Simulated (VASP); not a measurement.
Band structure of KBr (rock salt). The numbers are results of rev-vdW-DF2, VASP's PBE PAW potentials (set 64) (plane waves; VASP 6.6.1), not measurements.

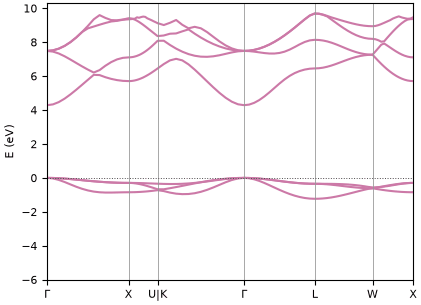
Fig. 1. Bands along high-symmetry lines, zero at the valence-band maximum or, without a gap, the Fermi level

Problem. Read the plot: is there a gap, and where are the band edges?

Solution. The gap is direct, 4.29 eV, from the valence maximum at Γ to the conduction minimum at Γ. (Edges off the drawn lines would not show.)

Measured: gap 7.40 eV (computed value off by -3.11 eV), as given by Aguado et al., (1998), arXiv:cond-mat/9809176.

The compound is KBr in the rock salt structure. It was relaxed first.
